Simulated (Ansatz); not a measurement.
PtS2 (CdI2 type): map of one atom of the cell

Starting cell, PtS2 (CdI2 type):

```xyz
3
Lattice="3.5837 0.0000 0.0000 -1.7918 3.1035 0.0000 0.0000 0.0000 4.6560" Properties=species:S:1:pos:R:3 pbc="T T T"
Pt     0.0000     0.0000     0.0000
S      1.7918     1.0345     1.2061
S      0.0000     2.0690     3.4500
```

Two-dimensional scan of atom 2 (S, nearest neighbour Pt at 2.395 Å; its periodic images, 3.6 Å or more away, move with it): u runs along (1.000, 0.000, 0.000), v along (0.000, 0.000, 1.000) (Cartesian). Cell and other atoms are fixed.

Method: PBE-D3(BJ) (plane waves to 420 eV, PAW, scalar-relativistic; Ansatz, a program for electronic structure). k mesh 12×12×8 (Γ-centred), Fermi-Dirac smearing 0.05 eV. The energy includes the smearing's −TS. Points where atoms come too close for the PAW data are left out (x in tables, blank in figures). With partly filled bands, energies and forces of such displacements shift with the k mesh and the smearing. At this level the bands of PtS2 touch or barely overlap; measurements give the solid a gap. PtS2 is run without spin polarisation. PtS2 was relaxed with its symmetry unable to fall. Spin-orbit coupling is left out, though Pt is heavy. The PAW data are Ansatz's earlier set. ΔE is measured from the undisplaced structure. Axes are in Å.

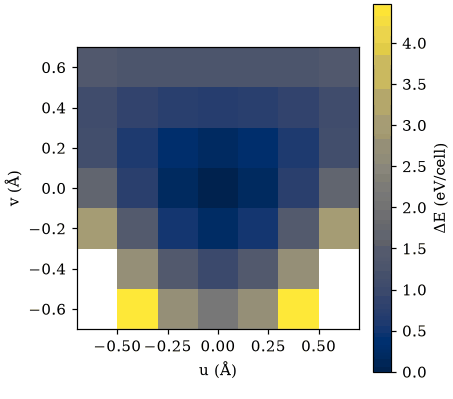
*ΔE (eV/cell) over the 7×7 grid of computed points.*

Lowest place on the grid: u = 0.000 Å, v = 0.000 Å (0 meV/cell). Centre of the map: a minimum. Principal force constants in the plane (five-point differences of the forces): 9.2 and 11.1 eV/Å². Softest direction at the centre: along u.

(A displaced cell: forces are minus the slopes of the energy, force constants its curvatures, and phonons follow from these.)
